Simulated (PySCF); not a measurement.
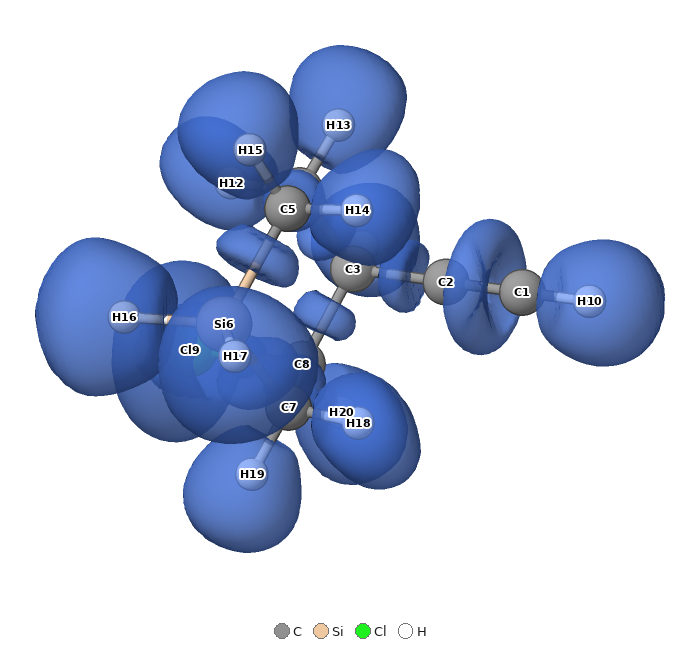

Figure 1: C7H11ClSi. Isosurface of the ELF at 0.8 (blue), seen at a tilt. Core shells and regions of very low density are left out.

Geometry: GFN2-xTB.

Method: PySCF 2.14.0, PBE0/pcSseg-1, SCF density, gas phase, non-relativistic.

The calculation's input:

```
{"job": {"kind": "nmr", "xc": "PBE0", "basis": "pcSseg-1"}, "charge": 0, "multiplicity": 1}
C      2.757049    -0.130661     0.819843
C      1.891412    -0.297809     0.010633
C      0.839357    -0.492953    -0.971918
C      0.232952     0.853799    -1.396563
C     -0.354861     1.650955    -0.234638
Si    -1.691969     0.644574     0.663247
C     -0.848714    -1.049677     0.872842
C     -0.178271    -1.498063    -0.411523
Cl    -1.433205    -1.812453    -1.654282
H      3.521924     0.015236     1.522913
H      1.294980    -0.946607    -1.862859
H     -0.542152     0.662173    -2.140877
H      1.021344     1.437034    -1.881683
H      0.447940     1.908280     0.459219
H     -0.752749     2.590452    -0.618260
H     -2.910920     0.535477    -0.141218
H     -1.996035     1.204428     1.983515
H     -0.074583    -0.986432     1.639984
H     -1.553610    -1.816038     1.195252
H      0.324962    -2.461037    -0.266358
```

Launched as:

```sh
OMP_NUM_THREADS=1 python probes_run.py task.json out
```

What do the ELF domains correspond to?

The ELF exceeds this value in six regions between bonded C–C atoms (shared pairs), one region between bonded C–Cl atoms (shared pairs), two regions between bonded C–Si atoms (shared pairs), eleven regions around hydrogen nuclei and one ring or bowl of non-bonding electrons around Cl. Along the contacts the grid gives the following. C–C (1.20 Å): the ELF peaks at about 0.85 between the atoms (a multiple bond). C–Cl (1.79 Å): the ELF peaks at about 0.90 between the atoms, as expected for a shared electron pair.
